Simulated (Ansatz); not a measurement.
# Ga2S3 (Cc): how G0W0 depends on its starting point, part 2 of 2

How much of the starting functional survives in the G0W0 gap of Ga2S3 (Cc)?

Ansatz 0.2.0; G0W0 on several functionals, plane waves, PAW. Known limits of the many-body steps: not at the basis limit; no spin-orbit coupling; coarse k mesh.

So far. Step 2 (G0W0 on LDA): The gap on the mesh goes from 1.66 eV to 3.04 eV, a correction of +1.38 eV. Between the two edge states, bare exchange in place of the xc potential would open the gap by 7.47 eV, and correlation takes back 6.09 eV.

In doubt: masses and optical values from hybrid runs of this build are listed as unsure (steps 3, 4), which bears on the screening that GW takes from such a start.

## (3) G0W0 on HSE06

One-shot GW remembers its start. Another functional's orbitals and levels show by how much.

This step: G0W0 on HSE06, plane waves, PAW; PAW set soft_1.

input.yaml

```yaml
crystal:
  lattice:
    - [5.5535, -3.1975, 0.0]
    - [5.5535, 3.1975, 0.0]
    - [-3.6339226554, 0.0, 6.0074160114]
  atoms:
    - { symbol: Ga, position: [0.63979, 0.44447, 0.12512] }
    - { symbol: Ga, position: [0.44447, 0.63979, 0.62512] }
    - { symbol: Ga, position: [0.2682, 0.13232, 0.11559] }
    - { symbol: Ga, position: [0.13232, 0.2682, 0.61559] }
    - { symbol: S, position: [0.9089, 0.0811, 0.9838] }
    - { symbol: S, position: [0.0811, 0.9089, 0.4838] }
    - { symbol: S, position: [0.4303, 0.2453, 0.4999] }
    - { symbol: S, position: [0.2453, 0.4303, 0.9999] }
    - { symbol: S, position: [0.5901, 0.7581, 0.0084] }
    - { symbol: S, position: [0.7581, 0.5901, 0.5084] }
kpoints:
  mp_grid: { grid: [4, 4, 2] }
hamiltonian:
  xc: hse06
  pseudopotentials: { kind: paw, azcp: { folder: soft_1 } }
scf:
  occupations: { method: fixed }
gw:
  n_empty_bands: 499
  ecut_chi: 102
  qp_bands: [v3, c3]
  qp_kpoints: band_edges
  screening: { model: contour_deformation }
```

Launch:

```
> ansatz run input.yaml --threads 3 --pin off --max-ram 92160MiB --backend cuda --events-out ev --progress --plain --runs-dir out --devices 1 --max-vram 13GiB
```

Numbers of over 12 decimals in the logs are rounded to 6 here.

Log:

```text
GPUs: using 1 of 1 available (devices: 1).
[...]
davidson cushion auto → on  (no smearing: the cushion is to keep the highest requested band from converging to the state above it; pin scf.eigensolver.cushion to override)
[...]
GPU FFT provider: cuFFT
GPU libraries: cuBLAS 13.8.2, cuFFT 12.4.0, cuSOLVER 12.3.4
Crystal: 10 atoms, lattice volume = 213.351 Å³
Basis set: ecut = 420 eV, 4167 PW (Γ)
Bands: 54, of which v1, the nominal top of the filled ones, is band 44 counted from 1 (43 counted from 0)
Symmetry: 2 space group operations
[...]
k-points: 14 of 32 (time reversal used)
[...]
GPU buffer pool allocated for 97200 grid points (all kernels)
[...]
SCF iter   1: F=—  HF=-20551.836318 eV  |F-HF|=—  |Δ(HF+E_count)|=         —  Δρ=5.17e-2  dr2=3.52e0  ethr=1.00e-1  ⟨swp⟩=5.3  Hψ=2399  notcnv=0
[...]
SCF iter   6: F=-20551.023260 eV  HF=-20551.023281 eV  |F-HF|=2.04e-5  |Δ(HF+E_count)|=   2.37e-4  Δρ=2.19e-4  dr2=8.63e-5  ethr=7.03e-7  ⟨swp⟩=4.0  Hψ=2654  notcnv=0
SCF 1 stopped early in 6 iterations: F = -20551.023260 eV  dr2 = 8.63e-5
[...]
GPU FFT provider: cuFFT
GPU libraries: cuBLAS 13.8.2, cuFFT 12.4.0, cuSOLVER 12.3.4
[...]
GPU buffer pool allocated for 97200 grid points (all kernels)
[...]
Free energy (F): -20556.732801 eV
Frozen-core exchange: fock
[...]
Internal energy: -20556.732801 eV  (E = F + TS)
E sigma→0 (E₀):  -20556.732801 eV
Fermi energy:    5.088083 eV
[...]
--- Band table (eV; the first three rows and the last of 14) ---
  k-point 0: bands = [... 40 lower, 3.9912, 4.4336, 4.5498, 5.0881, 8.1031, 8.5954, 9.3752, 9.6587, ... 1 higher]
  k-point 1: bands = [... 40 lower, 3.9193, 3.9193, 4.4469, 4.4469, 9.2391, 9.2391, 9.8170, 9.8170, ... 1 higher]
  k-point 2: bands = [... 40 lower, 3.5398, 3.9284, 4.2724, 5.0206, 8.7749, 8.9438, 9.2919, 9.7255, ... 1 higher]
  k-point 13: bands = [... 40 lower, 3.5671, 3.5671, 4.4583, 4.4583, 8.7493, 8.7493, 9.6353, 9.6353, ... 1 higher]
  guard bands above this table: 5 of the run's 54 bands. The solve was not asked for them (output.publish_guard_bands: true or output.eigenvalues: true publishes all)
[...]
0    42      4.4336   -19.0857     1.8725   -16.9236  0.7911     4.1433     4.1440  root
     0    43      4.5498   -18.9827     1.9661   -16.7213  0.7889     4.2536     4.2545  root
     0    44      5.0881   -18.7096     2.0837   -16.3092  0.7846     4.7704     4.7714  root
     0    45      8.1031    -9.8371    -3.7204   -13.8967  0.8169     8.4431     8.4423  root
     0    46      8.5954    -9.2392    -3.6895   -13.3148  0.8169     8.9826     8.9814  root
     0    47      9.3752    -8.9568    -3.9012   -13.2429  0.8126     9.7615     9.7601  root
     1    42      3.9193   -18.9695     2.0327   -16.6381  0.7893     3.6197     3.6206  root
     1    43      4.4469   -18.5534     2.1259   -16.1020  0.7836     4.1202     4.1214  root
[...]
13    44      4.4583   -18.3577     2.1830   -15.8401  0.7818     4.1223     4.1236  root
    13    45      8.7493    -8.7665    -3.7216   -12.8283  0.8178     9.0905     9.0896  root
    13    46      8.7493    -8.7665    -3.7216   -12.8283  0.8178     9.0905     9.0896  root
    13    47      9.6353    -9.0733    -3.9376   -13.4051  0.8102    10.0310    10.0295  root
```

Wall time 2.4 min (1 × NVIDIA H100 80GB HBM3 (shared by 6 runs) with 3 threads of AMD EPYC 7R13 (Zen 3), shared host); peak memory 2.6 GiB; 3.2 min of CPU time.

This step gave:

```yaml
bands_summed: 543
rpa_eps_infinity_on_this_mesh_eigenvalues: 4.501, 4.577, 4.754
plane_waves_in_the_screening_matrix: 495
q_points_in_the_mesh: 32
g0w0_gap_on_the_mesh: 3.671 eV
k_of_the_valence_top: 0, 0, 0
k_of_the_conduction_bottom: 0, 0, 0
starting_gap_on_the_mesh: 3.015 eV
z_at_the_valence_top: 0.7846
z_at_the_conduction_bottom: 0.8169
least_direct_g0w0_gap_on_the_computed_points: 3.671 eV
```

Against the run with 4×4×2 mesh, 499 empty bands, screening to 102 eV, PAW set soft_1 files on LDA, the gap moves by +0.63 eV, while the start moved by +1.35 eV.

## (4) G0W0 on PBE0

This step: G0W0 on PBE0, plane waves, PAW; PAW set soft_1.

input.yaml: that of step 3 with these lines changed.

```diff
@@ -19,3 +19,3 @@
 hamiltonian:
-  xc: hse06
+  xc: pbe0
   pseudopotentials: { kind: paw, azcp: { folder: soft_1 } }
```

Log:

```text
GPUs: using 1 of 1 available (devices: 1).
[...]
GPU FFT provider: cuFFT
GPU libraries: cuBLAS 13.8.2, cuFFT 12.4.0, cuSOLVER 12.3.4
Crystal: 10 atoms, lattice volume = 213.351 Å³
Basis set: ecut = 420 eV, 4167 PW (Γ)
Bands: 54, of which v1, the nominal top of the filled ones, is band 44 counted from 1 (43 counted from 0)
Symmetry: 2 space group operations
[...]
k-points: 14 of 32 (time reversal used)
[...]
1    42      3.5420   -18.9817     1.9285   -17.0215  0.8023     3.5103     3.5103  root
     1    43      4.0656   -18.5746     2.0100   -16.5036  0.7978     4.0045     4.0046  root
[...]
13    44      4.0732   -18.3746     2.0652   -16.2396  0.7962     4.0034     4.0034  root
    13    45      9.0854    -8.7381    -3.6291   -12.4664  0.8290     9.1846     9.1845  root
    13    46      9.0854    -8.7381    -3.6291   -12.4664  0.8290     9.1846     9.1845  root
    13    47      9.9844    -9.0344    -3.8325   -13.0168  0.8221    10.1344    10.1342  root
[key lines of the parts left out:]
Free energy (F): -20558.061794 eV
Fermi energy:    4.707447 eV
```

Wall time 2.2 min (1 × NVIDIA H100 80GB HBM3 (shared by 6 runs) with 3 threads); peak memory 2.6 GiB; 2.8 min of CPU time.

This step gave:

- bands summed: 543
- RPA ε∞ on this mesh (eigenvalues): 4.182, 4.246, 4.371
- plane waves in the screening matrix: 495
- G0W0 gap on the mesh: 3.876 eV
- k of the valence top: 0, 0, 0
- k of the conduction bottom: 0, 0, 0
- starting gap on the mesh: 3.709 eV
- least direct G0W0 gap on the computed points: 3.876 eV

Against the run with 4×4×2 mesh, 499 empty bands, screening to 102 eV, PAW set soft_1 files on HSE06, the gap moves by +0.21 eV, while the start moved by +0.69 eV.

## (5) Side by side

All on the 4×4×2 mesh with 499 empty bands and screening to 102 eV. Times are wall times on 1 × NVIDIA H100 80GB HBM3 (shared by 6 runs) with 3 threads of AMD EPYC 7R13 (Zen 3), shared host, good to a factor of about two.

```tsv
start	starting gap (eV)	shift (eV)	G0W0 gap (eV)	RPA ε∞ (harmonic mean)	Z (valence, conduction)	time
LDA	1.66	+1.38	3.04	6.27	0.75, 0.79	43 s
HSE06	3.02	+0.66	3.67	4.61	0.78, 0.82	2.4 min
PBE0	3.71	+0.17	3.88	4.26	0.80, 0.83	2.2 min
```

How the two edges are built up, in eV (the quasiparticle level is the starting level plus Σx plus Σc less Vxc):

```tsv
run	edge	start	Σx	Σc	Vxc	Z	QP
LDA	valence top	5.51	-18.62	2.25	-15.80	0.75	4.94
LDA	conduction bottom	7.17	-10.41	-3.84	-15.06	0.79	7.98
HSE06	valence top	5.09	-18.71	2.08	-16.31	0.78	4.77
HSE06	conduction bottom	8.10	-9.84	-3.72	-13.90	0.82	8.44
PBE0	valence top	4.71	-18.73	1.97	-16.70	0.80	4.66
PBE0	conduction bottom	8.42	-9.82	-3.64	-13.57	0.83	8.53
```

For a hybrid start, Vxc holds its share of exact exchange.

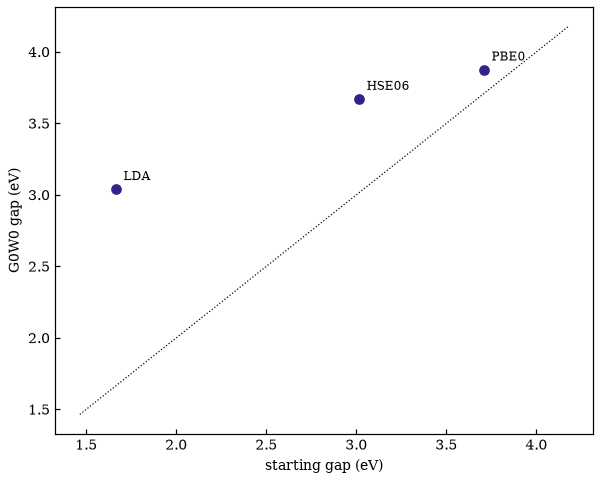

G0W0 gap against starting gap; on the dotted line the correction would vanish.

## (6) Summary of results

```yaml
g0w0_lda: 3.04 eV (start 1.66 eV)
g0w0_hse06: 3.67 eV (start 3.02 eV)
g0w0_pbe0: 3.88 eV (start 3.71 eV)
known_limits: not at the basis limit; no spin-orbit coupling; coarse k mesh
```

What this shows: The starting gaps span 2.04 eV and the G0W0 gaps 0.84 eV. Between LDA and PBE0, 0.84 eV of the 2.04 eV survives, 41 %. PBE0 screens less than LDA (ε∞ 4.26 against 6.27). Of the 0.84 eV by which its G0W0 gap is higher, the correlation part gives +0.48 eV, and exchange with the one-particle terms, which follow the orbitals, +0.35 eV. The smallest correction, +0.17 eV, is on PBE0, the start nearest to reproducing itself. Bands and cutoff are finite, so the gap is not at the basis limit. The miss can reach some tenths of an eV and take either sign; the mesh is an error of its own. The 4×4×2 mesh is coarse for this cell (its supercell is 14 Å along the shortest edge). The RPA ε∞ on it, from the LDA start, is 6.01, 6.16 and 6.67; such meshes misread the long-range screening, most where the gap is narrow. The program warns that the mesh is coarse for exact exchange, which bears on the hybrid start's gap. The many-body steps are scalar-relativistic: spin-orbit coupling is not in them.

[Paths, hosts, dates, memory and timing lines, banners, echoed tables and standing remarks are left out of the program output.]

[Logs are printed without paths, hosts, clocks, repeated set-up lines and the standing remarks that a program may print on its own settings, such as how far it seeks lower states.]

[Runs of the session that timed out or met a known fault of the program may be left out.]

[Cells called generated may have been cut or substituted from an entry of the Crystallography Open Database or the Materials Project.]

[Hosts, paths, dates, database ids (printed as entryN), source tags and the programs' standing remarks are cut or masked in the printed files.]
